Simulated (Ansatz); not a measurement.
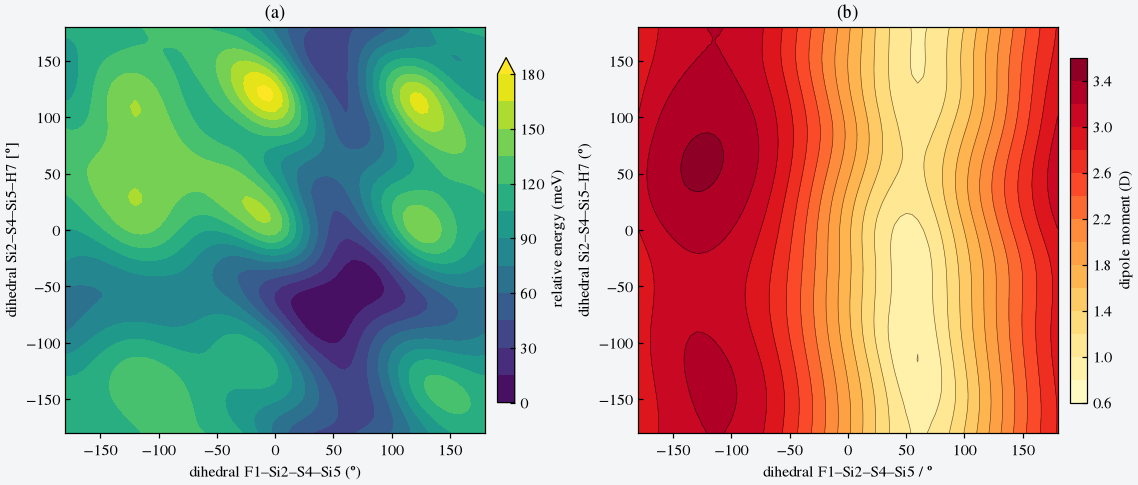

F₂H₃SSi₂, SMILES F[SiH](F)S[SiH2], spin multiplicity 2. The first coordinate is: dihedral F1–Si2–S4–Si5; the second: dihedral Si2–S4–Si5–H7. Nothing is relaxed (all other coordinates rigid). Grid: 12 × 12 points. Points are written as (first, second). Energies are in meV, from the relaxed molecule at the same level. The calculation used UHF/def2-SVP (Ansatz 0.2.0).

Panel (a) is the energy; panel (b) is the computed dipole moment, in D.

Drawn: filled contours, one colour for all values above the top of the scale. Between grid points the surface is interpolated.

> How does the dipole moment vary over the map, and what is it at the lowest grid point?

Leaving out the highest fifth of the energies, it runs from 0.80 D at (60°, −120°) to 3.24 D at (−120°, −120°). At the lowest grid point, (30°, −60°), it is 1.09 D.
